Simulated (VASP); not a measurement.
Band structure of Nb (space group Im-3m). Method: PBEsol GGA, VASP's PBE PAW potentials (set 64) (plane waves; VASP 6.6.1).

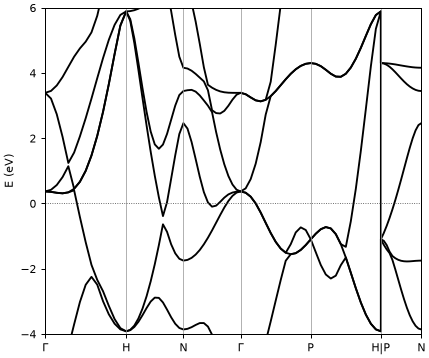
*Bands along high-symmetry lines, zero at the valence-band maximum or, without a gap, the Fermi level*

Problem. Read the plot: is there a gap, and where are the band edges?

Solution. It has no gap at this level: it comes out as a metal or semimetal. (Edges off the drawn lines would not show.)

The structure comes from a measured Nb entry (Im-3m) of the Crystallography Open Database, whose conditions weren't checked. It was relaxed first.
